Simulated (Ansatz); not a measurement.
## SiNH6OF: nudged elastic band

The run: nudged elastic band of SiNH6OF. Method and program: RHF/def2-SVP (Ansatz 0.2.0).

It belongs to a series of runs on one base structure; here: band between the two ends. Figures and captions count atoms from 1; the log counts them from 0 in places.

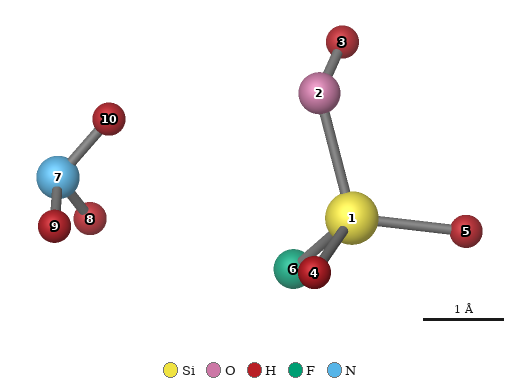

Fig. 1: The input geometry (ball-and-stick view, seen on its broad side; atoms are numbered from 1 in the order of the input). Bond lengths as drawn: F–Si 1.61 Å, H–N 1.01 Å, H–O 0.94 Å, H–Si 1.46 to 1.47 Å and O–Si 1.63 Å.

Summary

| quantity | value |
| --- | --- |
| outcome | converged |
| barrier, forward | 1.688 eV |
| barrier, backward | 1.353 eV |
| hardware | 1 thread of Arm Neoverse V2, 24 GiB of memory available, shared host |
| wall time | 2.3 min |
| peak memory | 0.16 GiB |

Remarks

The order of the saddle point was not checked.

Input
```yaml
crystal:
  periodic: [false, false, false]
  atoms:
    - { symbol: Si, position_ang: [-0.272005, 0.395033, -0.00797] }
    - { symbol: O, position_ang: [-0.301733, 0.343132, 1.625217] }
    - { symbol: H, position_ang: [-1.11018, 0.283431, 2.10999] }
    - { symbol: H, position_ang: [1.108076, 0.648758, -0.423815] }
    - { symbol: H, position_ang: [-1.225255, 1.382841, -0.536465] }
    - { symbol: F, position_ang: [-0.72891, -1.030155, -0.601553] }
    - { symbol: "N", position_ang: [1.594572, -2.559422, 1.348171] }
    - { symbol: H, position_ang: [0.882996, -2.752022, 0.664709] }
    - { symbol: H, position_ang: [2.392388, -2.199349, 0.8536] }
    - { symbol: H, position_ang: [1.247848, -1.819746, 1.934116] }
basis:
  gaussian: { orbitals: def2-SVP }
hamiltonian:
  xc: hf
neb:
  order_check: false
  images: 5
  f_tol: 0.05
  max_iterations: 60
  final_atoms:
    - { symbol: Si, position_ang: [0.25763525, -0.49534562, -0.49998652] }
    - { symbol: O, position_ang: [0.25395942, 0.32030193, 2.80959727] }
    - { symbol: H, position_ang: [-0.6108991, 0.16982582, 3.15909575] }
    - { symbol: H, position_ang: [1.14916812, 0.66118664, -0.37503442] }
    - { symbol: H, position_ang: [-1.15320105, -0.21810226, -0.19951598] }
    - { symbol: F, position_ang: [0.29792596, -0.94073215, -2.05446112] }
    - { symbol: "N", position_ang: [0.81258196, -1.75031964, 0.53854436] }
    - { symbol: H, position_ang: [0.27877179, -2.596732, 0.61547712] }
    - { symbol: H, position_ang: [1.79412539, -1.95852588, 0.56765533] }
    - { symbol: H, position_ang: [0.50772926, -0.49905585, 2.40462821] }
  initial_path:
    images:
      - { positions_ang: [[-0.272005, 0.395033, -0.00797], [-0.301733, 0.343132, 1.625217], [-1.11018, 0.283431, 2.10999], [1.108076, 0.648758, -0.423815], [-1.225255, 1.382841, -0.536465], [-0.72891, -1.030155, -0.601553], [1.594572, -2.559422, 1.348171], [0.882996, -2.752022, 0.664709], [2.392388, -2.199349, 0.8536], [1.247848, -1.819746, 1.934116]] }
      - { positions_ang: [[-0.18301846, 0.26410485, -0.00364769], [-0.20257967, 0.22500489, 1.76179531], [-1.04404716, 0.08867414, 2.1968197], [1.19589732, 0.43734042, -0.44309538], [-1.05041049, 1.3193347, -0.51532198], [-0.73448345, -1.11893088, -0.57865824], [1.43394586, -2.26463831, 1.11942514], [0.81530306, -2.71551283, 0.65606099], [2.29638891, -1.98173482, 0.90690624], [1.06080107, -1.56114117, 1.86571591]] }
      - { positions_ang: [[-0.09403193, 0.1331767, 0.00067463], [-0.10342634, 0.10687779, 1.89837361], [-0.97791431, -0.10608272, 2.28364941], [1.28371864, 0.22592285, -0.46237575], [-0.87556598, 1.2558284, -0.49417896], [-0.7400569, -1.20770676, -0.55576348], [1.27331972, -1.96985462, 0.89067927], [0.74761012, -2.67900366, 0.64741298], [2.20038982, -1.76412063, 0.96021248], [0.87375415, -1.30253634, 1.79731581]] }
      - { positions_ang: [[-0.00504539, 0.00224854, 0.00499694], [-0.00427301, -0.01124932, 2.03495192], [-0.91178147, -0.30083959, 2.37047911], [1.37153996, 0.01450527, -0.48165613], [-0.70072147, 1.19232209, -0.47303594], [-0.74563034, -1.29648264, -0.53286872], [1.11269357, -1.67507093, 0.66193341], [0.67991718, -2.64249448, 0.63876497], [2.10439074, -1.54650645, 1.01351873], [0.68670722, -1.04393151, 1.72891572]] }
      - { positions_ang: [[0.08251482, -0.16361618, -0.16333088], [0.08180447, 0.09926777, 2.29316703], [-0.81148734, -0.14395112, 2.63335132], [1.29741601, 0.23006573, -0.44611556], [-0.85154799, 0.72218064, -0.38186262], [-0.39777824, -1.17789914, -1.04006619], [1.01265637, -1.70015383, 0.62080372], [0.54620205, -2.62724032, 0.63100235], [2.00096895, -1.68384626, 0.8648976], [0.6270479, -0.86230629, 1.95415321]] }
      - { positions_ang: [[0.17007504, -0.3294809, -0.3316587], [0.16788195, 0.20978485, 2.55138215], [-0.71119322, 0.01293735, 2.89622354], [1.22329207, 0.44562618, -0.41057499], [-1.00237452, 0.25203919, -0.2906893], [-0.04992614, -1.05931564, -1.54726365], [0.91261917, -1.72523674, 0.57967404], [0.41248692, -2.61198616, 0.62323974], [1.89754717, -1.82118607, 0.71627646], [0.56738858, -0.68068107, 2.17939071]] }
      - { positions_ang: [[0.25763525, -0.49534562, -0.49998652], [0.25395942, 0.32030193, 2.80959727], [-0.6108991, 0.16982582, 3.15909575], [1.14916812, 0.66118664, -0.37503442], [-1.15320105, -0.21810226, -0.19951598], [0.29792596, -0.94073215, -2.05446112], [0.81258196, -1.75031964, 0.53854436], [0.27877179, -2.596732, 0.61547712], [1.79412539, -1.95852588, 0.56765533], [0.50772926, -0.49905585, 2.40462821]] }
```

Launch command:
```bash
ansatz run input.yaml --threads 1 --pin off --max-ram 2048MiB --backend cpu --events-out ev --progress --plain --runs-dir out
```

What the program printed
```
Engine: ansatz 0.2.0, aarch64-unknown-linux-gnu
Functional definition: HF
  exchange = exact_x
  correlation = 0
933 factors; integrals over basis functions are off by at most 5.6e-4 eV
mean field evaluation 1: about -14173.1974 eV, gradient 4.5e1 eV
mean field evaluation 2: about -14173.2413 eV, gradient 4.5e1 eV
mean field evaluation 4: about -14177.2233 eV, gradient 2.8e0 eV
mean field evaluation 8: about -14177.2531 eV, gradient 1.9e-4 eV
mean field -14177.25309837 eV, -521.0044416777 hartree, gradient 1.5e-5 eV, S^2 0.000000; 0 other end points of the search recorded, 0 dependent functions left out
the calculation of the forces begins
reference -14177.25309837 eV, -521.0044416777 hartree; 22, 22 occupied and 68, 68 virtual orbitals, 933 factors
935 factors; integrals over basis functions are off by at most 9.7e-4 eV
mean field evaluation 16: about -14176.9119 eV, gradient 6.0e-1 eV
mean field -14176.91781541 eV, -520.9921202563 hartree, gradient 1.5e-5 eV, S^2 0.000000; 0 other end points of the search recorded, 0 dependent functions left out
[... from here on the field's lines of each further geometry are left out, up to the last ...]
NEB iter   1: max|band force component| = 9.369e0 eV/Å  barrier→ = 5.3592 eV  barrier← = 5.0239 eV  Δτ_max = 0.1983 Å  (234 SCF iters)
NEB iter   2: max|band force component| = 4.467e0 eV/Å  barrier→ = 2.4417 eV  barrier← = 2.1064 eV  Δτ_max = 0.2000 Å  (157 SCF iters)
NEB iter   3: max|band force component| = 6.436e0 eV/Å  barrier→ = 2.3224 eV  barrier← = 1.9871 eV  Δτ_max = 0.1003 Å  (152 SCF iters)
NEB iter   4: max|band force component| = 1.256e0 eV/Å  barrier→ = 2.1381 eV  barrier← = 1.8028 eV  Δτ_max = 0.1936 Å  (159 SCF iters)
NEB iter   5: max|band force component| = 7.289e-1 eV/Å  barrier→ = 2.0949 eV  barrier← = 1.7596 eV  Δτ_max = 0.2000 Å  (157 SCF iters)
NEB iter   6: max|band force component| = 3.098e0 eV/Å  barrier→ = 1.9565 eV  barrier← = 1.6212 eV  Δτ_max = 0.1015 Å  (156 SCF iters)
NEB iter   7: max|band force component| = 5.653e-1 eV/Å  barrier→ = 1.8012 eV  barrier← = 1.4659 eV  Δτ_max = 0.1991 Å  (156 SCF iters)
NEB iter   8: max|band force component| = 1.286e0 eV/Å  barrier→ = 1.4521 eV  barrier← = 1.1169 eV  Δτ_max = 0.1006 Å  (152 SCF iters)
NEB iter   9: max|band force component| = 9.991e-1 eV/Å  barrier→ = 1.2230 eV  barrier← = 0.8877 eV  Δτ_max = 0.1000 Å  (156 SCF iters)
NEB iter  10: max|band force component| = 7.333e-1 eV/Å  barrier→ = 1.1086 eV  barrier← = 0.7733 eV  Δτ_max = 0.0997 Å  (155 SCF iters)
NEB iter  11: max|band force component| = 5.122e-1 eV/Å  barrier→ = 1.2687 eV  barrier← = 0.9334 eV  Δτ_max = 0.0998 Å  (157 SCF iters)
NEB iter  12: max|band force component| = 6.443e-1 eV/Å  barrier→ = 1.4788 eV  barrier← = 1.1436 eV  Δτ_max = 0.0503 Å  (158 SCF iters)
NEB iter  13: max|band force component| = 1.450e0 eV/Å  barrier→ = 1.5599 eV  barrier← = 1.2246 eV  CI = image 4  Δτ_max = 0.0500 Å  (159 SCF iters)
NEB iter  14: max|band force component| = 1.103e0 eV/Å  barrier→ = 1.5615 eV  barrier← = 1.2262 eV  CI = image 4  Δτ_max = 0.1000 Å  (161 SCF iters)
NEB iter  15: max|band force component| = 8.157e-1 eV/Å  barrier→ = 1.6736 eV  barrier← = 1.3383 eV  CI = image 4  Δτ_max = 0.1000 Å  (156 SCF iters)
NEB iter  16: max|band force component| = 6.145e-1 eV/Å  barrier→ = 1.7570 eV  barrier← = 1.4217 eV  CI = image 4  Δτ_max = 0.1006 Å  (158 SCF iters)
NEB iter  17: max|band force component| = 3.410e-1 eV/Å  barrier→ = 1.7303 eV  barrier← = 1.3950 eV  CI = image 4  Δτ_max = 0.0886 Å  (159 SCF iters)
NEB iter  18: max|band force component| = 1.475e-1 eV/Å  barrier→ = 1.7046 eV  barrier← = 1.3693 eV  CI = image 4  Δτ_max = 0.1068 Å  (159 SCF iters)
NEB iter  19: max|band force component| = 1.703e-1 eV/Å  barrier→ = 1.6919 eV  barrier← = 1.3567 eV  CI = image 4  Δτ_max = 0.0273 Å  (160 SCF iters)
NEB iter  20: max|band force component| = 9.181e-2 eV/Å  barrier→ = 1.6902 eV  barrier← = 1.3549 eV  CI = image 4  Δτ_max = 0.0399 Å  (140 SCF iters)
NEB iter  21: max|band force component| = 6.862e-2 eV/Å  barrier→ = 1.6888 eV  barrier← = 1.3535 eV  CI = image 4  Δτ_max = 0.0221 Å  (139 SCF iters)
the calculation of the forces begins
reference -14176.76345753 eV, -520.9864477088 hartree; 22, 22 occupied and 68, 68 virtual orbitals, 936 factors
934 factors; integrals over basis functions are off by at most 1.2e-3 eV
mean field evaluation 864: about -14175.5650 eV, gradient 3.0e-5 eV
mean field -14175.56495908 eV, -520.9424037033 hartree, gradient 3.0e-5 eV, S^2 0.000000; 1 other end points of the search recorded, 0 dependent functions left out
the calculation of the forces begins
reference -14175.56495908 eV, -520.9424037033 hartree; 22, 22 occupied and 68, 68 virtual orbitals, 934 factors
NEB iter  22: max|band force component| = 4.995e-2 eV/Å  barrier→ = 1.6881 eV  barrier← = 1.3529 eV  CI = image 4  Δτ_max = 0.0000 Å  (331 SCF iters)
```

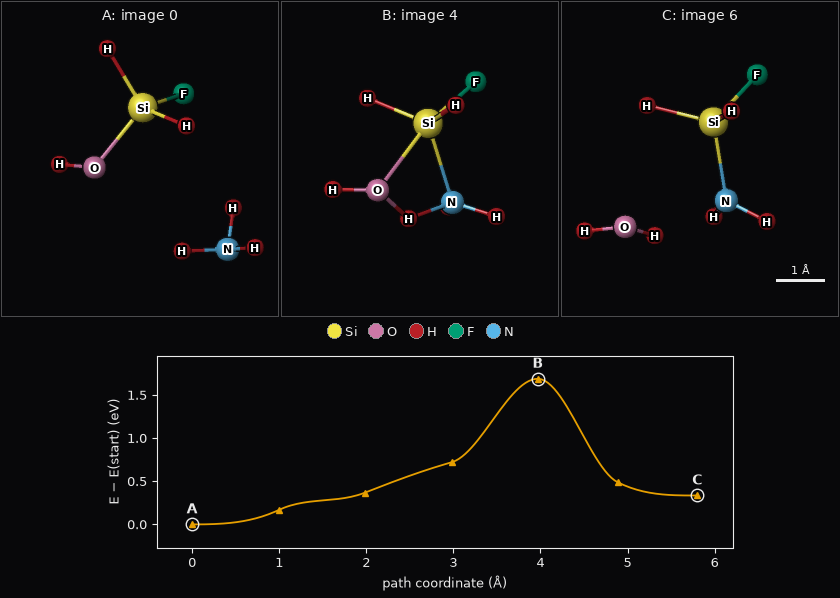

Fig. 2: Images of the last band (counted from 0; ball-and-stick, seen at a tilt) above the energy along the path; the line is a cubic interpolation that uses the forces. The highest image is number 4, 1.688 eV above the start and 1.353 eV above the end (the climbing image); the end lies 0.335 eV above the start. The path is 5.80 Å long. The band converged in 22 iterations.

```
Total energy: -14175.56495908 eV, -520.9424037033 hartree
Atom 0 at     0.164561    -0.279057     0.006356 Å, force     0.021324     0.005415     0.007736 eV/Å
Atom 1 at     0.286592     0.152743     1.952022 Å, force     0.000549    -0.021852    -0.040156 eV/Å
Atom 2 at    -0.451346     0.471882     2.447788 Å, force    -0.015968    -0.001327     0.028326 eV/Å
Atom 3 at     1.124819     0.797431    -0.253904 Å, force    -0.006287    -0.009707     0.001827 eV/Å
Atom 4 at    -1.293556    -0.094846     0.107899 Å, force     0.013828    -0.002933     0.002303 eV/Å
Atom 5 at     0.175731    -0.972094    -1.492862 Å, force    -0.002545     0.006388    -0.008359 eV/Å
Atom 6 at     0.841294    -1.769655     0.891704 Å, force    -0.003974     0.009700     0.015302 eV/Å
Atom 7 at     0.326517    -2.620690     0.734281 Å, force     0.003767    -0.008011     0.007831 eV/Å
Atom 8 at     1.815158    -1.958889     0.715479 Å, force    -0.004372    -0.010776    -0.022840 eV/Å
Atom 9 at     0.598026    -1.034324     1.857238 Å, force    -0.006324     0.033101     0.008029 eV/Å
Dipole moment:    -0.002902    -0.407831     0.560714 e Å
this run last wrote the band of iteration 22 to [file]
```

The last band as extended XYZ (Å, eV, eV/Å)
```
10
Properties=species:S:1:pos:R:3:forces:R:3 image=0 energy=-14177.25310
Si   -0.2720    0.3950   -0.0080   -0.0012   0.0020  -0.0049
O    -0.3017    0.3431    1.6252    0.0021   0.0020   0.0036
H    -1.1102    0.2834    2.1100    0.0005  -0.0019  -0.0058
H     1.1081    0.6488   -0.4238   -0.0038  -0.0024   0.0023
H    -1.2253    1.3828   -0.5365    0.0015  -0.0046   0.0025
F    -0.7289   -1.0302   -0.6016    0.0010   0.0052   0.0020
N     1.5946   -2.5594    1.3482    0.0027   0.0010   0.0035
H     0.8830   -2.7520    0.6647   -0.0065  -0.0026  -0.0040
H     2.3924   -2.1993    0.8536    0.0028   0.0009   0.0002
H     1.2478   -1.8197    1.9341    0.0009   0.0004   0.0007
10
Properties=species:S:1:pos:R:3:forces:R:3 image=1 energy=-14177.08652
Si   -0.1357    0.1903    0.0698   -0.0854   0.1633  -0.0801
O    -0.3098    0.0336    1.6932   -0.0340   0.0042  -0.0813
H    -0.9756    0.5381    2.1333   -0.0675  -0.0941   0.0191
H     1.2257    0.6266   -0.2474   -0.0127  -0.0105  -0.0423
H    -1.1844    1.0984   -0.4011   -0.0076   0.2316  -0.1085
F    -0.3906   -1.1793   -0.7344   -0.1055   0.0196   0.1581
N     1.4559   -2.3586    1.2214    0.2054  -0.3118   0.1501
H     0.6257   -2.6364    0.7333    0.0491  -0.0142   0.0021
H     2.0763   -1.9211    0.5662    0.0338   0.0105  -0.0030
H     1.2004   -1.6991    1.9316    0.0242   0.0014  -0.0141
10
Properties=species:S:1:pos:R:3:forces:R:3 image=2 energy=-14176.88418
Si    0.0121   -0.0902    0.1887   -0.0291   0.0321  -0.0131
O    -0.2304    0.0299    1.8536   -0.1254  -0.1033  -0.0273
H    -0.8279    0.7169    2.1017   -0.1149  -0.0370  -0.0384
H     1.2331    0.6336   -0.2085    0.0417  -0.0754   0.0105
H    -1.1899    0.7066   -0.1992    0.0928   0.2877  -0.0890
F    -0.2517   -1.2247   -0.9766   -0.2127  -0.0694   0.1285
N     1.1048   -1.8045    0.9542    0.0954  -0.0052   0.0261
H     0.5412   -2.6155    0.7542    0.0674   0.0078   0.0246
H     2.0109   -1.9596    0.5472    0.0626  -0.0012  -0.0301
H     1.1858   -1.6999    1.9507    0.1223  -0.0363   0.0082
10
Properties=species:S:1:pos:R:3:forces:R:3 image=3 energy=-14176.53315
Si    0.0926   -0.1528    0.1869   -0.0134   0.0361   0.0527
O     0.0816    0.2006    1.8871   -0.0829   0.0029  -0.0229
H    -0.5449    0.8324    2.1942   -0.0680   0.1433  -0.0815
H     1.1529    0.7795   -0.2481    0.0004   0.0073   0.0175
H    -1.3448    0.1751   -0.0065   -0.0230   0.0998  -0.0263
F     0.1155   -1.0756   -1.2209   -0.0205  -0.0378   0.0946
N     0.9126   -1.8138    0.9375    0.0385  -0.0127   0.0219
H     0.3509   -2.6224    0.7213    0.0286  -0.0085  -0.0049
H     1.8394   -1.9889    0.5845    0.0155   0.0004  -0.0671
H     0.9320   -1.6417    1.9302    0.1248  -0.2307   0.0160
10
Properties=species:S:1:pos:R:3:forces:R:3 image=4 energy=-14175.56496
Si    0.1646   -0.2791    0.0064    0.0213   0.0054   0.0077
O     0.2866    0.1527    1.9520    0.0005  -0.0219  -0.0402
H    -0.4513    0.4719    2.4478   -0.0160  -0.0013   0.0283
H     1.1248    0.7974   -0.2539   -0.0063  -0.0097   0.0018
H    -1.2936   -0.0948    0.1079    0.0138  -0.0029   0.0023
F     0.1757   -0.9721   -1.4929   -0.0025   0.0064  -0.0084
N     0.8413   -1.7697    0.8917   -0.0040   0.0097   0.0153
H     0.3265   -2.6207    0.7343    0.0038  -0.0080   0.0078
H     1.8152   -1.9589    0.7155   -0.0044  -0.0108  -0.0228
H     0.5980   -1.0343    1.8572   -0.0063   0.0331   0.0080
10
Properties=species:S:1:pos:R:3:forces:R:3 image=5 energy=-14176.76346
Si    0.2231   -0.4489   -0.2565    0.0305  -0.1171  -0.1784
O     0.3080    0.2560    2.3626    0.0564   0.1112   0.2519
H    -0.5831    0.3351    2.6626   -0.0515  -0.0573   0.1222
H     1.1159    0.7105   -0.2088    0.0167  -0.0804  -0.0065
H    -1.1835   -0.1951    0.0960    0.0754  -0.0483  -0.0104
F     0.1656   -0.8916   -1.8124   -0.0330   0.0060  -0.1856
N     0.8477   -1.7893    0.6605   -0.0091  -0.0210  -0.1377
H     0.3730   -2.6704    0.5834    0.0047  -0.0339  -0.0613
H     1.8406   -1.9402    0.6489   -0.0023  -0.0130  -0.0360
H     0.4805   -0.6736    2.2298   -0.0878   0.2538   0.2417
10
Properties=species:S:1:pos:R:3:forces:R:3 image=6 energy=-14176.91782
Si    0.2576   -0.4953   -0.5000   -0.0021  -0.0093  -0.0235
O     0.2540    0.3203    2.8096   -0.0026  -0.0024  -0.0001
H    -0.6109    0.1698    3.1591    0.0016   0.0011  -0.0008
H     1.1492    0.6612   -0.3750    0.0054   0.0069   0.0019
H    -1.1532   -0.2181   -0.1995   -0.0038   0.0005   0.0017
F     0.2979   -0.9407   -2.0545   -0.0008   0.0041   0.0183
N     0.8126   -1.7503    0.5385    0.0027  -0.0003   0.0002
H     0.2788   -2.5967    0.6155   -0.0001  -0.0008   0.0005
H     1.7941   -1.9585    0.5677   -0.0014  -0.0009   0.0007
H     0.5077   -0.4991    2.4046    0.0010   0.0012   0.0011
```
